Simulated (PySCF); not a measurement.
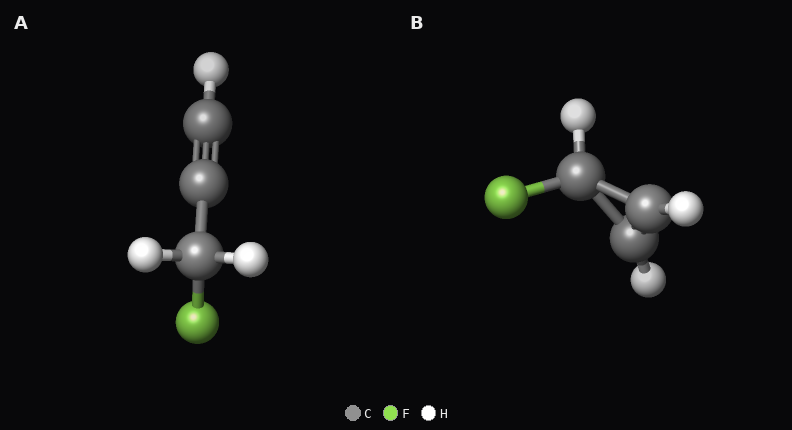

2 stationary structures of one formula. Geometries: PBE0-D3(BJ)/def2-SVP. Electronic energies: ωB97X-D/pcSseg-2 (PySCF 2.14.0), without zero-point energy. No frequency run is at hand to confirm each as a minimum.

**How are they related?**

They are constitutional isomers of C3H3F: A `C#CCF`, B `FC1C=C1`.

**Which structure is the most stable?**

A is lowest (Cs); B lies 31.8 kJ/mol above it (Cs).
